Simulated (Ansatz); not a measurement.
System: H₆OSi₂ (SMILES [OH2+][SiH2][SiH2]) (charge +1, doublet).

Input

```
crystal:
  periodic: [false, false, false]
  atoms:
    - {symbol: O, position_ang: [-1.584403, -1.070819, 0.620234]}
    - {symbol: Si, position_ang: [-0.599276, 0.470779, 1.154373]}
    - {symbol: Si, position_ang: [1.651972, 0.074576, 1.193271]}
    - {symbol: H, position_ang: [-2.467365, -1.269148, 0.979970]}
    - {symbol: H, position_ang: [-1.473187, -1.505910, -0.242652]}
    - {symbol: H, position_ang: [-1.055540, 1.445416, 0.133716]}
    - {symbol: H, position_ang: [-1.275361, 0.600515, 2.466300]}
    - {symbol: H, position_ang: [2.135825, -0.892958, 2.208262]}
    - {symbol: H, position_ang: [2.341283, 0.127134, -0.119546]}
basis:
  gaussian: {orbitals: def2-TZVPD}
output: {forces: true, orbitals: {seedname: orbitals}}
total_charge: 1
magnetization: {spin_polarized: true, initial_magnetization: 1}
hamiltonian: {xc: pbe0}
```

Command:

```sh
ansatz run input.yaml --threads 1 --pin off --max-ram 2610MiB --events-out events.jsonl --progress --plain --runs-dir runs
```

Geometry: PBE0-D3(BJ)/def2-SVP.

Computed with isolated molecule in a Gaussian basis; Kohn-Sham density functional theory, functional PBE0 in Ansatz 0.2.0.

**What can the converged electron density, electron localisation function and spin density tell about the bonding?**

Si–O (1.91 Å): ρ is about 0.62 e/Å³ halfway; the ELF peaks at about 0.90 between the atoms (a shared but strongly polarised pair).
Si–Si (2.29 Å): the density is about 0.66 e/Å³ at the midpoint; the ELF peaks at about 1 between the atoms; localised, covalent bonding.
The unpaired spin (1 electron) lies mostly on Si3 (about 0.7) and Si2 (about 0.2), in electrons by Hirshfeld's partition.

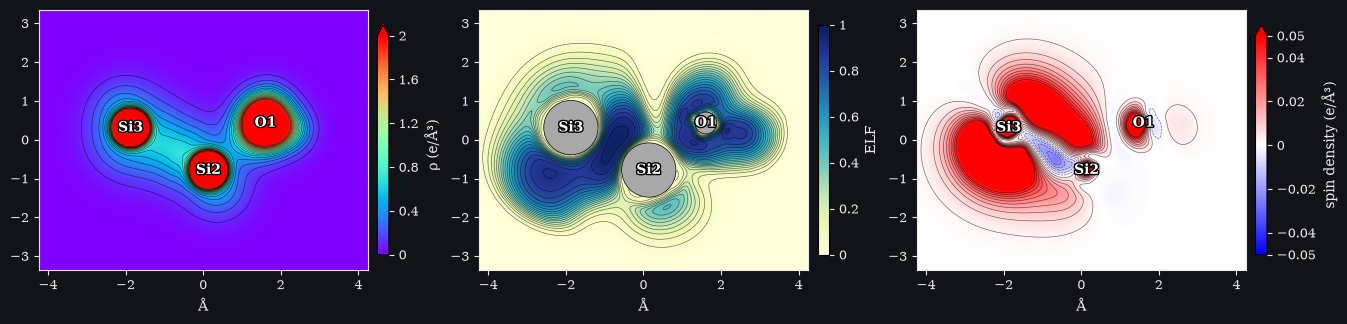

Computed electron density, electron localisation function and spin density on the plane of atoms O1, Si2 and Si3, in this order. Grey discs cover the atomic cores in the ELF map. 
